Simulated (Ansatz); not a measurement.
Cost and result by functional for the adsorption energy of CH3 on the 1x1 (110) surface of bcc Ta, one in a 2x2 cell, started at the site 'bridge Ta-Ta (span 3.3 Å)', in Ansatz (plane waves, PAW). Single points on the PBE structure, on one kind of machine; costs are rough ratios of the slab run's core time (references not counted) to the cheapest single point. r2SCAN's cost holds its higher cutoff (500 against 420 eV). Differences are taken against r2SCAN for comparison alone: no measured value is at hand, so the table doesn't rank accuracy.

Slab: 20 atoms, 6.8 Å thick at the start under the adsorbate (thin: gaps and levels are the slab's own); k 5x5x1, smearing 0.1 eV, dipole-corrected; 8 atoms held, the rest relaxed; no symmetry held; no spin, no spin-orbit, no U, no dispersion correction. At the end it is bonded to 3 Ta. In PBE it is, or lies within 0.03 eV of, the lowest of the starts that converged. These notes are the PBE run's. Adsorption energies are against CH4(g) − ½ H2(g). A negative adsorption energy means that the adsorbate is more stable on the surface than in its reference.

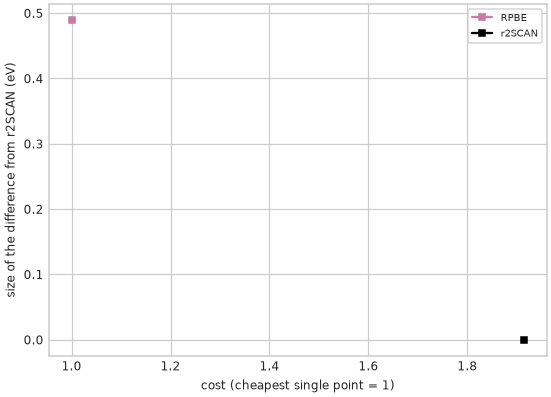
*Difference from r2SCAN against cost*

```
functional                     relative cost  adsorption energy (eV)  less r2SCAN (eV)
-----------------------------  -------------  ----------------------  ----------------
RPBE                                       1                    0.19              0.49
r2SCAN                                     2                   -0.30              0.00
PBE (the relaxed run's value)              –                   -0.07              0.23
```

The values span 0.49 eV, while the single points' costs differ by a factor of roughly 2. Differences are of unrounded values.

Ansatz is a first-principles code.
